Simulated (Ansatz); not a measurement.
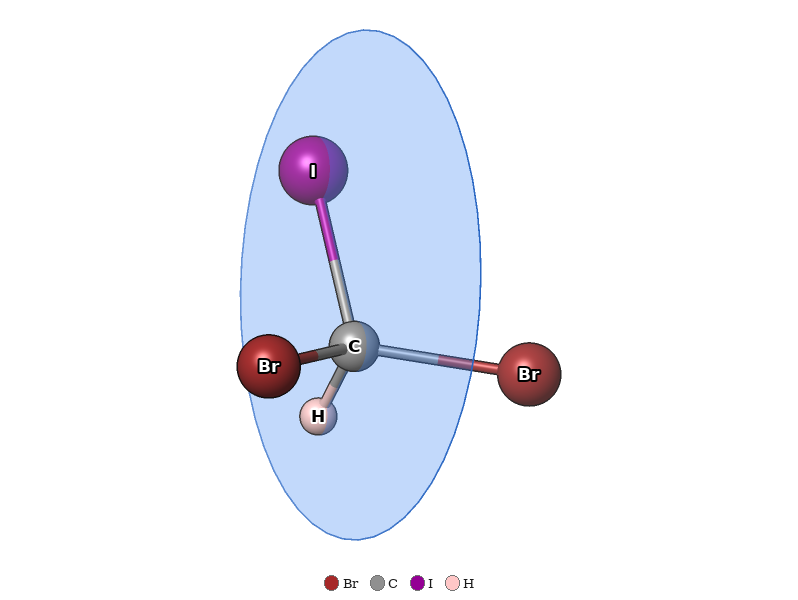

All proper rotation axes (lines) and mirror planes (discs) of the structure are drawn in. Atoms fade into the background with distance from the viewer. Computed geometry: PBE-D4/def2-SVP optimisation. No frequency run is at hand to confirm it as a minimum.

**Name the symmetry elements and the point group.**

It has 1 mirror plane. Point group Cs. The group has 2 operations. The geometry is achiral, and symmetry allows a dipole moment.
